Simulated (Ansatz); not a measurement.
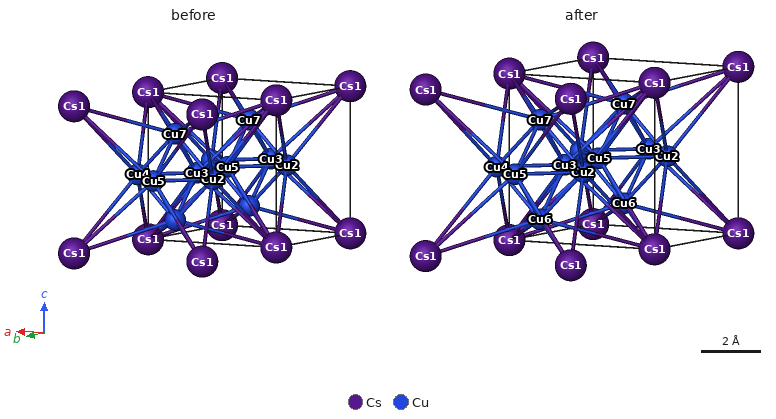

The structure of a crystal of CsCu6 (a generated structure, set up in Pm-3m) (coarse preliminary run) before (left) and after (right) a relaxation, at one scale.

The picture is a ball-and-stick view of the cell of the calculation, repeated 1 × 2 × 1 with one cell outlined, seen from a free direction.

Method: DFT PBE, scalar-relativistic, plane waves, PAW in Ansatz. Set-up: plane-wave cutoff 420 eV; k-point mesh 4 × 4 × 4; occupations gaussian; smearing width 0.1 eV; no spin polarisation; cell and atoms relaxed; force threshold 0.04 eV/Å; at most 70 steps.

### Describe what moved and what it gained.

The largest moves relative to the cell, 0.033 Å, are those of Cu2, Cu3, Cu4, Cu5, Cu6 and Cu7. Cu4 goes along +a. Cs stays in place. Cell: a = b = c 5.085 → 5.755 Å (+13.2 %). Volume +44.9 %. Near-neighbour distances that change, for instance: Cs1–Cu2 3.747 → 4.231 Å, Cu2–Cu3 2.107 → 2.432 Å, Cu2–Cu4 2.105 → 2.316 Å. The space group stays Pm-3m (No. 221). After 7 accepted moves (9 points after the start) the energy has fallen by 4.857 eV per cell of the calculation. Largest force component: 5.1 eV/Å at the start, 0.0078 eV/Å at the end. Pressure: 35.53 GPa at the start and 0.04 GPa at the end. The SCF was repeated twice at an unchanged geometry on a basis and grid sized afresh for the cell, which shifted the energy by 0.168 eV per cell of the calculation at most. Cost: 100 s on 1 thread of Arm Neoverse V1, with other jobs on the host, peak memory 0.48 GiB.
